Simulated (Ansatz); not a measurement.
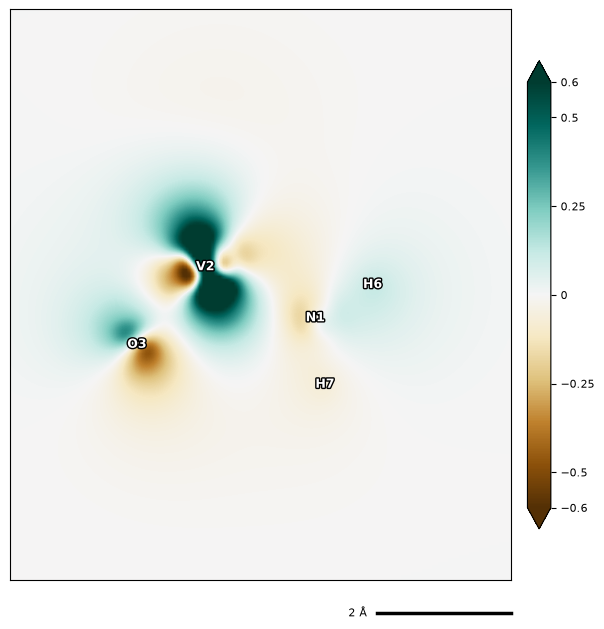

The picture shows: H₄NO₃V (SMILES [NH2][V](=[O])([OH])[OH]). One frontier orbital on the plane of atoms V2, N1 and H7 (values in Å⁻³ᐟ²; the overall sign is arbitrary).

Geometry: PBE0-D4/def2-TZVP.

These are results of RKS PBE0-D4/def2-TZVPP (Ansatz 0.2.0), not measurements.

```xyz
9

N    -0.6193   -0.3761   -1.2112
V     0.5353    0.2594    0.0460
O     1.7056    0.9283   -0.7275
O     1.1716   -1.0650    1.0479
O    -0.2792    1.4633    1.0717
H    -1.3503   -1.0484   -1.0267
H    -0.4883   -0.2347   -2.2015
H     0.6413   -1.4167    1.7684
H    -1.2283    1.4437    1.2157
```

Which orbital is it: HOMO or LUMO?

Answer. The LUMO, at −2.13 eV. By Hirshfeld shares it lies mainly on V2 (about 70 %), O3 (about 10 %), N1 (about 10 %) and O5 (about 5 %).
